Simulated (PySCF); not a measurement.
# C5H6F2: a tour of settings, part 2 of 2

PySCF 2.14.0. Atoms count from 0. The steps go on from the part before.

**5. Shielding tensors: HCTH407/pcSseg-1**

What the job is given:

```
{"job": {"kind": "nmr", "xc": "HCTH407", "basis": "pcSseg-1", "pop": false, "scf": {"guess": "huckel"}}, "charge": 0, "multiplicity": 1}
C      1.987308    -0.654855    -1.229711
C      0.927372    -0.315598    -0.573016
C     -0.139808     0.014784     0.095160
C     -0.951282    -0.937965     0.924968
C     -0.638629     1.436640     0.061797
F     -1.911774     1.497019    -0.413287
F     -0.691503     1.967552     1.312896
H      2.968798    -0.606050    -0.785663
H      1.936791    -1.002141    -2.249358
H     -0.980434    -0.592057     1.957752
H     -1.973400    -0.971672     0.549218
H     -0.521457    -1.934545     0.890188
H     -0.016370     2.099374    -0.558671
```

Method: GIAO HCTH407/pcSseg-1 NMR shielding, non-relativistic, gas phase.

What it wrote:

```text
final grid: 111480 points
cycle   1  E = -377.8218694609  dE =  1.289e+01  |g| = 7.672e+00  |ddm| = 8.576e+00
cycle   2  E = -304.7133760727  dE =  7.311e+01  |g| = 1.371e+01  |ddm| = 5.297e+01
cycle   3  E = -385.9548753704  dE = -8.124e+01  |g| = 4.707e+00  |ddm| = 5.502e+01
cycle   4  E = -363.7148261046  dE =  2.224e+01  |g| = 7.160e+00  |ddm| = 2.311e+01
cycle   5  E = -393.0643870131  dE = -2.935e+01  |g| = 1.383e+00  |ddm| = 1.897e+01
cycle   6  E = -393.1285365057  dE = -6.415e-02  |g| = 1.410e+00  |ddm| = 2.751e+00
cycle   7  E = -393.6519152888  dE = -5.234e-01  |g| = 2.572e-01  |ddm| = 1.443e+00
cycle   8  E = -393.6651308175  dE = -1.322e-02  |g| = 1.360e-01  |ddm| = 3.588e-01
cycle   9  E = -393.6687973594  dE = -3.667e-03  |g| = 5.376e-02  |ddm| = 1.532e-01
cycle  10  E = -393.6694083395  dE = -6.110e-04  |g| = 2.525e-02  |ddm| = 5.916e-02
cycle  11  E = -393.6695550270  dE = -1.467e-04  |g| = 8.859e-03  |ddm| = 2.533e-02
cycle  12  E = -393.6695712731  dE = -1.625e-05  |g| = 4.267e-03  |ddm| = 1.186e-02
cycle  13  E = -393.6695764365  dE = -5.163e-06  |g| = 5.337e-04  |ddm| = 4.485e-03
cycle  14  E = -393.6695764806  dE = -4.405e-08  |g| = 2.477e-04  |ddm| = 6.534e-04
cycle  15  E = -393.6695764965  dE = -1.593e-08  |g| = 3.585e-05  |ddm| = 2.787e-04
cycle  16  E = -393.6695764967  dE = -2.436e-10  |g| = 1.602e-05  |ddm| = 5.985e-05
converged SCF energy = -393.6695764967

GIAO shielding tensors (ppm)
atom      isotropic    diamagn.    paramagn.     s11        s22        s33       span
  0 C      107.485     265.098    -157.613     25.881    129.718    166.856    140.974
  1 C      -27.369     258.416    -285.784    -57.986    -29.818      5.697     63.683
  2 C       83.334     261.443    -178.108     11.509     94.419    144.076    132.567
  3 C      169.568     245.145     -75.577    161.789    163.716    183.199     21.410
  4 C       58.859     240.484    -181.626     40.767     60.649     75.160     34.393
  5 F      288.019     472.884    -184.866    174.376    320.019    369.662    195.286
  6 F      288.235     472.855    -184.620    174.731    320.099    369.876    195.145
  7 H       26.626      30.555      -3.929     24.643     25.223     30.012      5.369
  8 H       26.630      30.526      -3.896     24.653     25.216     30.020      5.368
  9 H       29.471      28.673       0.798     24.987     28.398     35.029     10.042
 10 H       29.467      28.676       0.791     24.977     28.406     35.018     10.041
 11 H       30.054      29.992       0.062     26.181     28.620     35.360      9.179
 12 H       24.985      29.288      -4.303     23.307     23.607     28.041      4.734
```

It took 23 s on 1 thread of Intel Xeon Platinum 8488C, shared host; peak memory 0.64 GiB.

In short: δ C1 211.0, C4 124.8, C2 100.3, C0 76.2, H12 6.69, H7 5.04 ppm (means over like atoms).

**6. NMR shieldings: X3LYP/ANO-RCC-VDZP**

Settings changed since step 5:

```diff
@@ -1,2 +1,2 @@
-{"job": {"kind": "nmr", "xc": "HCTH407", "basis": "pcSseg-1", "pop": false, "scf": {"guess": "huckel"}}, "charge": 0, "multiplicity": 1}
+{"job": {"kind": "nmr", "xc": "X3LYP", "basis": "ANO-RCC-VDZP", "pop": false, "grid": 4}, "charge": 0, "multiplicity": 1}
 C      1.987308    -0.654855    -1.229711
```

With the program's defaults for keys left out, this is: GIAO X3LYP/ANO-RCC-VDZP NMR shielding, non-relativistic, gas phase.

What it wrote:

```text
coarse grid: 11328 points
cycle   1  E = -393.6398554912  dE =  9.392e-01  |g| = 7.234e-01  |ddm| = 4.970e+00
cycle   2  E = -393.5323259476  dE =  1.075e-01  |g| = 1.089e+00  |ddm| = 1.164e+00
cycle   3  E = -393.7404320523  dE = -2.081e-01  |g| = 9.536e-02  |ddm| = 7.062e-01
cycle   4  E = -393.7422821113  dE = -1.850e-03  |g| = 3.885e-02  |ddm| = 1.276e-01
cycle   5  E = -393.7426155248  dE = -3.334e-04  |g| = 1.523e-02  |ddm| = 4.807e-02
cycle   6  E = -393.7426730083  dE = -5.748e-05  |g| = 3.784e-03  |ddm| = 1.730e-02
cycle   7  E = -393.7426767829  dE = -3.775e-06  |g| = 6.926e-04  |ddm| = 4.111e-03
final grid: 294960 points
cycle   8  E = -393.7451051857  dE = -2.855e-05  |g| = 5.999e-03  |ddm| = 3.037e-02
cycle   9  E = -393.7451001400  dE =  5.046e-06  |g| = 8.056e-03  |ddm| = 1.065e-02
cycle  10  E = -393.7451133378  dE = -1.320e-05  |g| = 9.013e-04  |ddm| = 6.102e-03
cycle  11  E = -393.7451134961  dE = -1.583e-07  |g| = 1.989e-04  |ddm| = 7.888e-04
cycle  12  E = -393.7451135029  dE = -6.816e-09  |g| = 9.610e-05  |ddm| = 2.451e-04
cycle  13  E = -393.7451135053  dE = -2.366e-09  |g| = 2.427e-05  |ddm| = 1.159e-04
cycle  14  E = -393.7451135054  dE = -1.419e-10  |g| = 7.144e-06  |ddm| = 2.760e-05
converged SCF energy = -393.7451135054

GIAO shielding tensors (ppm)
atom      isotropic    diamagn.    paramagn.     s11        s22        s33       span
  0 C      114.421     256.285    -141.864     34.692    129.657    178.913    144.221
  1 C      -23.856     248.368    -272.224    -52.599    -25.897      6.928     59.527
  2 C       87.645     258.717    -171.071     17.071     93.358    152.507    135.436
  3 C      175.030     240.457     -65.427    165.965    172.990    186.134     20.169
  4 C       61.962     239.355    -177.394     45.190     65.252     75.443     30.253
  5 F      311.487     470.330    -158.843    192.510    336.380    405.570    213.060
  6 F      311.660     470.317    -158.657    192.861    336.507    405.611    212.751
  7 H       26.546      32.589      -6.043     24.423     25.116     30.100      5.677
  8 H       26.550      32.578      -6.029     24.416     25.125     30.108      5.692
  9 H       29.728      29.472       0.257     25.174     28.710     35.301     10.127
 10 H       29.724      29.475       0.250     25.165     28.719     35.290     10.125
 11 H       30.255      30.157       0.099     26.221     29.032     35.513      9.292
 12 H       25.544      29.928      -4.383     24.146     24.187     28.300      4.154
```

Wall time 39 s (1 thread of Intel Xeon Platinum 8488C, shared host); peak memory 0.71 GiB.

In short: δ C1 209.8, C4 124.0, C2 98.3, C0 71.5, H12 6.31, H7 5.31 ppm (means over like atoms).

**7. Run by run: NMR shifts**

Shifts (ppm) of some atoms, chosen among heavy atoms and hydrogens apart, means over like atoms, with basis size and wall time:

| run | C1 | C2 | C0 | C3 | H12 | H7 | F5 | functions | time |
| --- | --- | --- | --- | --- | --- | --- | --- | --- | --- |
| PBE0/pcSseg-1 | 220.5 | 103.3 | 81.2 | 13.3 | 6.52 | 5.18 | -132.2 | 149 | 20 s |
| HCTH407/pcSseg-1 | 211.0 | 100.3 | 76.2 | 14.1 | 6.69 | 5.04 | -138.9 | 149 | 23 s |
| X3LYP/ANO-RCC-VDZP | 209.8 | 98.3 | 71.5 | 10.9 | 6.31 | 5.31 | -136.8 | 128 | 39 s |

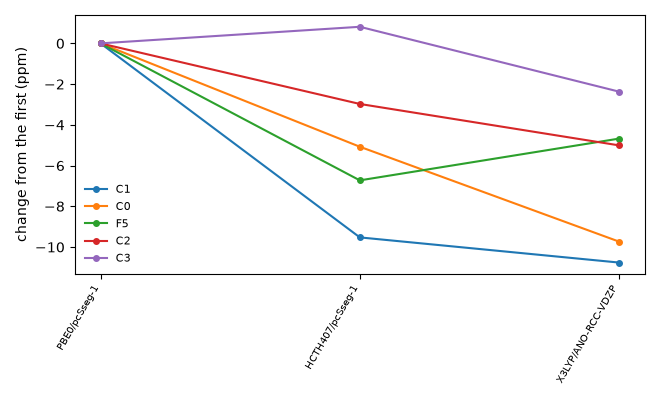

How five of the tabulated atoms move from run to run.

**8. Outcome**

This closing draws on all 2 parts.

| quantity | value |
| --- | --- |
| ¹³C shifts against TMS (PBE0/pcSseg-1) | 220.5, 123.3, 103.3, 81.2, 13.3 ppm |
| ¹H shifts against TMS (PBE0/pcSseg-1, means over atoms taken as alike) | 6.52, 5.18, 2.03 ppm |
| ¹⁹F shifts against CFCl3 (PBE0/pcSseg-1, means over atoms taken as alike) | -132.2 ppm |
| surface potential, 1st and 99th percentile | -0.91 V and 1.10 V |
| lowest singlet (PBE0/def2-SVPD) | 5.87 eV (211 nm), f = 0.000 |
| brightest single state of those computed | state 6, 7.92 eV, f = 1.128 |
| lowest triplet | 4.55 eV |
| range of the shift of C1 | 209.8 to 220.5 ppm |
| property runs in this session | 5, of which 1 failed and 0 gave unsound results |

In words: Single values in the summary come from the first run of each kind that ended normally (PBE0/pcSseg-1; PBE0/def2-SVPD), which need not be the best level. C1 (central carbon of an allene) lies farthest downfield among carbon, at 220.5 ppm; the central sp carbon of an allene is among the most deshielded carbons of hydrocarbons. The most deshielded hydrogen is H12 (hydrogen on an allylic sp3 CH bonded to 2 F), at 6.52 ppm: its carbon carries F, an electronegative neighbour. At PBE0/pcSseg-1: The widest tensor belongs to F5, F6: span 204 ppm, with a paramagnetic part of -169 ppm. The lowest singlet, at 5.87 eV, is HOMO→LUMO+1 0.89, HOMO−1→LUMO 0.10 and is dark; of the 6 states computed, the strongest absorption comes from state 6 at 7.92 eV (the last computed, so partners may be missing). The lowest triplet lies 1.32 eV below the lowest singlet (triplets in Tamm-Dancoff, singlets in full TDDFT). States above −ε(HOMO) lie where TDDFT describes them poorly and they hang on the basis; the brightest is among them. In ppm, C1 moves most: its shift spreads over 10.8 ppm, from 209.8 (X3LYP/ANO-RCC-VDZP) to 220.5 (PBE0/pcSseg-1).
